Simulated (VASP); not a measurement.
Band structure of MnS (relaxed from the zincblende structure, space group F-43m). All values below come from PBEsol GGA, VASP's PBE PAW potentials (set 64) (plane waves; VASP 6.6.1).

The moments were started parallel, and other spin orders were not tried in this run.

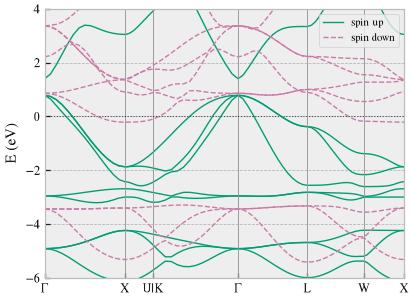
Fig. 1. Bands along high-symmetry lines, zero at the valence-band maximum or, without a gap, the Fermi level

Q: Read the plot: is there a gap, and where are the band edges?

A: It has no gap at this level: it comes out as a metal or semimetal. (Edges off the drawn lines would not show.)

The structure was generated: MnS was put into the zincblende type (F-43m), which need not be its known phase. It was relaxed first, which changed the volume by -9 %.
